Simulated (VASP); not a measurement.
# Fermi-Dirac smearing in Ag

Wanted: TS, pressure and Fermi level of Ag against the smearing width, on one dense mesh.

Method: PBEsol; plane waves and PAW (Ag), in the first sound run; inputs show where later runs differ, in VASP 6.6.1.

### 1. Starting point

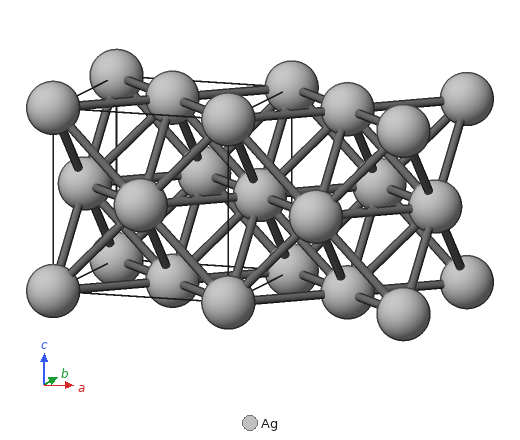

Start, viewed slightly off an axis; silver light grey. 2×1×1 cells are drawn. This picture shows the conventional cell, with its axes. Some periodic images of atoms are drawn too.

As a file:

```xyz
1
Lattice="0.0000 2.0450 2.0450 2.0450 0.0000 2.0450 2.0450 2.0450 0.0000" Properties=species:S:1:pos:R:3 pbc="T T T"
Ag    0.0000    0.0000    0.0000
```

### 2. Relax the crystal, PBEsol

The cell is relaxed and then held.

This step took 2 runs in a row; the last is shown.

Level: PBEsol; plane waves and PAW (Ag).

File INCAR:

```
SYSTEM = Ag
PREC = Accurate
ENCUT = 450
EDIFF = 1E-07
NELM = 120
ISMEAR = 1
SIGMA = 0.15
LREAL = .FALSE.
ALGO = Normal
GGA = PS
NBANDS = 11
LASPH = .TRUE.
LORBIT = 11
LWAVE = .FALSE.
LCHARG = .FALSE.
KPAR = 8
IBRION = 2
NSW = 40
ISIF = 3
EDIFFG = -0.005
POTIM = 0.4
```

File POSCAR:

```
Ag
1.0
    0.0000000000      2.0265043511      2.0265043511
    2.0265043511      0.0000000000      2.0265043511
    2.0265043511      2.0265043511      0.0000000000
Ag
1
Direct
    0.0000000000      0.0000000000      0.0000000000
```

File KPOINTS:

```
Automatic mesh
0
Gamma
18 18 18
0 0 0
```

PAW data sets: Ag (PBE family, release 64).

The run is started by

```bash
> mpirun -np 8 vasp_std
```

Log:

```text
[banner, memory and clock lines left out]
running    8 mpi-ranks, on    1 nodes
[...]
|                                                                             |
|           W    W    AA    RRRRR   N    N  II  N    N   GGGG   !!!           |
|           W    W   A  A   R    R  NN   N  II  NN   N  G    G  !!!           |
|           W    W  A    A  R    R  N N  N  II  N N  N  G       !!!           |
|           W WW W  AAAAAA  RRRRR   N  N N  II  N  N N  G  GGG   !            |
|           WW  WW  A    A  R   R   N   NN  II  N   NN  G    G                |
|           W    W  A    A  R    R  N    N  II  N    N   GGGG   !!!           |
|                                                                             |
|     For optimal performance we recommend to set                             |
|       NCORE = 2 up to number-of-cores-per-socket                            |
|     NCORE specifies how many cores store one orbital (NPAR=cpu/NCORE).      |
|     This setting can greatly improve the performance of VASP for DFT.       |
[...]
|     You enforced a specific xc type in the INCAR file but a different       |
|     [... a line on the potential file left out ...]
|     I HOPE YOU KNOW WHAT YOU ARE DOING!                                     |
|                                                                             |

 LDA part: xc-table for (Slater+PW92), standard interpolation
 POSCAR, INCAR and KPOINTS ok, starting setup
[...]
entering main loop
       N       E                     dE             d eps       ncg     rms          rms(c)
DAV:   1     0.449207469829E+02    0.44921E+02   -0.51146E+03  4386   0.800E+02
DAV:   2    -0.305213570809E+01   -0.47973E+02   -0.45597E+02  4782   0.187E+02
DAV:   3    -0.366680240179E+01   -0.61467E+00   -0.61411E+00  4857   0.231E+01
DAV:   4    -0.366857074986E+01   -0.17683E-02   -0.17682E-02  4728   0.128E+00
[...]
DAV:  10    -0.331153620322E+01   -0.19841E-05   -0.25269E-06  4769   0.136E-02    0.423E-03
DAV:  11    -0.331153607175E+01    0.13147E-06   -0.85708E-08  2988   0.265E-03    0.557E-04
DAV:  12    -0.331153604400E+01    0.27752E-07   -0.72748E-09  2442   0.769E-04
   1 F= -.33115360E+01 E0= -.33115989E+01  d E =-.331154E+01
[...]
reached required accuracy - stopping structural energy minimisation
```

The job ended after 4 s (8 MPI ranks of AMD EPYC 7R43, shared host; peak memory 0.85 GiB).

The logs omit lines about the potential files and the build; timing stands in the text.

Parts of OUTCAR (step 2):

```text
  Total       -0.0006923     -0.0006923     -0.0006923     -0.0000000     -0.0000000      0.0000000
  in kB       -0.0666443     -0.0666443     -0.0666443     -0.0000000     -0.0000000      0.0000000
  external PRESSURE =      -0.0666443 kB  Pullay stress =       0.0000000 kB

 POSITION                                       TOTAL-FORCE (eV/Angst)
 -----------------------------------------------------------------------------------
      0.00000      0.00000      0.00000         0.000000      0.000000      0.000000
 -----------------------------------------------------------------------------------
    total drift:                               -0.000000     -0.000000     -0.000000

  FREE ENERGIE OF THE ION-ELECTRON SYSTEM (eV)
  ---------------------------------------------------
  free  energy   TOTEN  =        -3.3115360440 eV

  energy  without entropy=       -3.3117246658  energy(sigma->0) =       -3.31159892

 reached required accuracy - stopping structural energy minimisation

[... 3 further parts left out ...]
[key lines of the parts left out:]
E-fermi :   8.5235
```

This run gave:

```
energy(sigma→0) of the program : -3.3116 eV
stress, compression positive   : xx, yy, zz -0.01, -0.01, -0.01 GPa
volume                         : 16.645 Å³
ionic steps                    : 1
```

### 3. Tetrahedra, PBEsol

Tetrahedra give the density of states at the Fermi level without smearing.

Level: PBEsol; plane waves and PAW (Ag).

File INCAR:

```
SYSTEM = Ag
PREC = Accurate
ENCUT = 450
EDIFF = 1E-08
NELM = 100
ISMEAR = -5
SIGMA = 0.15
LREAL = .FALSE.
ALGO = Normal
GGA = PS
NBANDS = 13
LASPH = .TRUE.
LORBIT = 11
LWAVE = .FALSE.
LCHARG = .FALSE.
KPAR = 2
ISIF = 2
NEDOS = 3001
```

POSCAR is that of step 2.

File KPOINTS:

```
Automatic mesh
0
Gamma
32 32 32
0 0 0
```

The run is started by

```bash
> mpirun -np 2 vasp_std
```

Log:

```text
[banner, memory and clock lines left out]
running    2 mpi-ranks, on    1 nodes
[...]
[... a notice as in an earlier step ...]

 LDA part: xc-table for (Slater+PW92), standard interpolation
 POSCAR, INCAR and KPOINTS ok, starting setup
[...]
entering main loop
       N       E                     dE             d eps       ncg     rms          rms(c)
DAV:   1     0.487846286246E+02    0.48785E+02   -0.49297E+03 23700   0.679E+02
DAV:   2    -0.284936903892E+01   -0.51634E+02   -0.49027E+02 28547   0.177E+02
DAV:   3    -0.366658556116E+01   -0.81722E+00   -0.81682E+00 27777   0.231E+01
DAV:   4    -0.366903609439E+01   -0.24505E-02   -0.24503E-02 27792   0.133E+00
[...]
DAV:  11    -0.330919138478E+01    0.13161E-06   -0.84137E-08 27385   0.218E-03    0.640E-04
DAV:  12    -0.330919136150E+01    0.23285E-07   -0.16149E-09 16786   0.342E-04    0.531E-05
DAV:  13    -0.330919136266E+01   -0.11623E-08   -0.62517E-11 13496   0.745E-05
   1 F= -.33091914E+01 E0= -.33091914E+01  d E =0.000000E+00
|                                                                             |
|           W    W    AA    RRRRR   N    N  II  N    N   GGGG   !!!           |
|           W    W   A  A   R    R  NN   N  II  NN   N  G    G  !!!           |
|           W    W  A    A  R    R  N N  N  II  N N  N  G       !!!           |
|           W WW W  AAAAAA  RRRRR   N  N N  II  N  N N  G  GGG   !            |
|           WW  WW  A    A  R   R   N   NN  II  N   NN  G    G                |
|           W    W  A    A  R    R  N    N  II  N    N   GGGG   !!!           |
|                                                                             |
|     Tetrahedron method does not include variations of the Fermi             |
|     occupations, so forces and stress will be inaccurate. We suggest        |
|     using a different smearing scheme ISMEAR = 1 or 2 for metals in         |
|     relaxations.                                                            |
|                                                                             |
```

It took 53 s on 2 MPI ranks; peak memory 0.45 GiB; 1.7 min of CPU time.

OUTCAR, selected parts (step 3):

```text
  Total       -0.0086256     -0.0086256     -0.0086256      0.0000000      0.0000000      0.0000000
  in kB       -0.8302806     -0.8302806     -0.8302806      0.0000000      0.0000000      0.0000000
  external PRESSURE =      -0.8302806 kB  Pullay stress =       0.0000000 kB

 POSITION                                       TOTAL-FORCE (eV/Angst)
 -----------------------------------------------------------------------------------
      0.00000      0.00000      0.00000         0.000000     -0.000000      0.000000
 -----------------------------------------------------------------------------------
    total drift:                               -0.000000     -0.000000     -0.000000

  FREE ENERGIE OF THE ION-ELECTRON SYSTEM (eV)
  ---------------------------------------------------
  free  energy   TOTEN  =        -3.3091913627 eV

  energy  without entropy=       -3.3091913627  energy(sigma->0) =       -3.30919136

[... 1 part as in an earlier step ...]

[... 2 further parts left out ...]
[key lines of the parts left out:]
E-fermi :   8.5922
```

This run gave:

| Quantity | Value |
| --- | --- |
| energy(sigma→0) of the program | -3.3092 eV |

The run ends at a pressure of -0.08 GPa.

### 4. Electron temperature, PBEsol

One member in full: SIGMA = 0.3 eV.

Level: PBEsol; plane waves and PAW (Ag).

Changes to INCAR since step 3:

```diff
@@ -5,4 +5,4 @@
 NELM = 100
-ISMEAR = -5
-SIGMA = 0.15
+ISMEAR = -1
+SIGMA = 0.3
 LREAL = .FALSE.
@@ -17,2 +17 @@
 ISIF = 2
-NEDOS = 3001
```

POSCAR is that of step 3.

KPOINTS is that of step 3.

The run is started by

```bash
> mpirun -np 2 vasp_std
```

Log:

```text
[... set-up lines as in an earlier step ...]
 entering main loop
       N       E                     dE             d eps       ncg     rms          rms(c)
DAV:   1     0.487256464989E+02    0.48726E+02   -0.49297E+03 23700   0.679E+02
DAV:   2    -0.289150729169E+01   -0.51617E+02   -0.48810E+02 28547   0.177E+02
DAV:   3    -0.370823069501E+01   -0.81672E+00   -0.81622E+00 27777   0.231E+01
DAV:   4    -0.371067966256E+01   -0.24490E-02   -0.24489E-02 27792   0.133E+00
[...]
DAV:  11    -0.334769836500E+01    0.11774E-06   -0.80236E-08 27410   0.212E-03    0.664E-04
DAV:  12    -0.334769834143E+01    0.23564E-07   -0.16475E-09 16786   0.345E-04    0.499E-05
DAV:  13    -0.334769834415E+01   -0.27230E-08   -0.59724E-11 13451   0.719E-05
   1 F= -.33476983E+01 E0= -.33094551E+01  d E =-.764865E-01
```

The job ended after 51 s (2 MPI ranks; peak memory 0.42 GiB; 1.7 min of CPU time).

OUTCAR, selected parts (step 4):

```text
  LATTYP: Found a face centered cubic cell.
 ALAT       =     4.0530087022

 Subroutine GETGRP returns: Found 48 space group operations
 (whereof 48 operations were pure point group operations)

The static configuration has the point symmetry O_h .

 Found    897 irreducible k-points:

   dimension x,y,z NGX =    20 NGY =   20 NGZ =   20
   dimension x,y,z NGXF=    40 NGYF=   40 NGZF=   40

   ENCUT  =  450.0 eV  33.07 Ry    5.75 a.u.   4.96  4.96  4.96*2*pi/ulx,y,z

   NELECT =      11.0000    total number of electrons

 E-fermi :   8.5833

 k-point     1 :       0.0000    0.0000    0.0000
  band No.  band energies     occupation
    ...
      2       3.7072      2.00000
      3       3.7072      2.00000
      4       3.7072      2.00000
      5       4.7991      1.99999
      6       4.7991      1.99999
      7      24.6064      0.00000
      8      28.3216      0.00000
      9      28.3216      0.00000
     10      28.3216      0.00000
     11      33.2034      0.00000
    ...

 k-point     2 :       0.0312    0.0000    0.0000
  band No.  band energies     occupation
    ...
      2       3.6992      2.00000
      3       3.7163      2.00000
      4       3.7163      2.00000
      5       4.7953      1.99999
      6       4.7953      1.99999
      7      24.6193      0.00000
      8      28.0230      0.00000
      9      28.3375      0.00000
     10      28.3375      0.00000
     11      33.3687      0.00000
    ...

  Total        0.0171634      0.0171634      0.0171634     -0.0000000     -0.0000000      0.0000000
  in kB        1.6521230      1.6521230      1.6521230     -0.0000000     -0.0000000      0.0000000
  external PRESSURE =       1.6521230 kB  Pullay stress =       0.0000000 kB

  FREE ENERGIE OF THE ION-ELECTRON SYSTEM (eV)
  ---------------------------------------------------
  free  energy   TOTEN  =        -3.3476983442 eV

  energy  without entropy=       -3.2712118427  energy(sigma->0) =       -3.30945509

 total charge
# of ion       s       p       d       tot
------------------------------------------
    1        0.424   0.320   9.144   9.889

[... 3 parts as in an earlier step ...]

[... 7 further parts left out ...]
```

Read from the output:

- energy(sigma→0) of the program: -3.3095 eV
- stress, compression positive: xx, yy, zz 0.17, 0.17, 0.17 GPa

The run ends at a pressure of 0.17 GPa.

### 5. All members

The other members went through these steps as far as the tables show, on the same mesh; 7 runs are not shown. The session took 0.25 core hours (wall time by ranks) on a shared machine.

```csv
width kT (eV),temperature (K),free energy less that of the narrowest width (meV/atom),TS (meV/atom),pressure (GPa),shift of the Fermi level (eV)
0.025,290,0.000,0.573,-0.130,0.000
0.050,580,-0.846,2.234,-0.100,-0.013
0.075,870,-2.226,4.921,-0.077,-0.023
0.100,1160,-4.127,8.656,-0.057,-0.029
0.150,1741,?,?,-0.013,-0.036
0.200,2321,-17.022,34.240,0.037,-0.039
0.300,3481,-38.325,76.487,0.165,-0.043
```

### 6. The Sommerfeld expansion

At low temperature TS = (π²/3) g (kT)², so TS, twice the difference of energy(sigma→0) and the free energy, over (π²/3)(kT)² is an effective density of states: 0.278, 0.272, 0.266, 0.263, 0.260, 0.258 states/eV/atom in the rows shown.

A least-squares parabola through the 6 rows shown, with σ the width in eV: g = 0.4631 σ² − 0.2125 σ + 0.2813 (states/eV/atom), r.m.s. residual 0.0018 states/eV/atom.

At σ = 0.15 this predicts 0.260 states/eV/atom.

### 7. Checking the prediction

The calculation gives 0.261 states/eV/atom, so the prediction is 0.001 states/eV/atom too low.

The parabola in σ is an empirical guide, not the expansion itself. Tetrahedra give g = 0.265 states/eV/atom at the Fermi level, the limit that the series should reach at zero width.

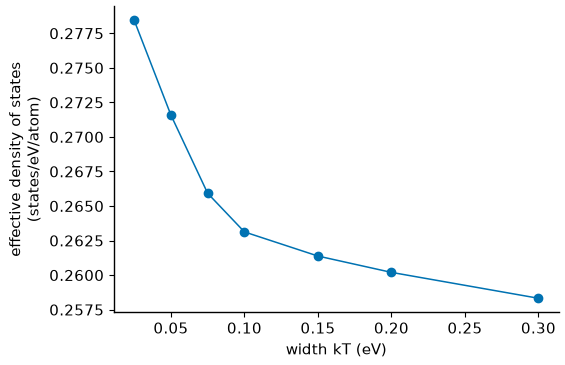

TS over (π²/3)(kT)² against the width.

### 8. What came out

- density of states at the Fermi level, tetrahedra: 0.26 states/eV/atom
- Sommerfeld coefficient from it: 0.62 mJ per mole of atoms and K²
- pressure at the widest setting: 0.17 GPa
- error of the predicted g: -0.001 states/eV/atom

In words: Against the tetrahedron value, the effective density of states stands at +5 % at 0.025 eV, +3 % at 0.05 eV, -1 % at 0.1 eV, -2 % at 0.3 eV. The leading term holds within a tenth at the widest setting. The narrow rows do not close in on the tetrahedron value; no test of the mesh was run. The bare coefficient lacks the electron-phonon enhancement of measured heat capacities.

[Lines on the potential files, build, host, timing and source positions are cut from VASP's logs without a mark.]

[Logs are printed without paths, hosts, clocks, repeated set-up lines and the standing remarks that a program may print on its own settings, such as how far it seeks lower states.]

[Hosts, paths, dates, database ids (printed as entryN), source tags and the programs' standing remarks are cut or masked in the printed files.]
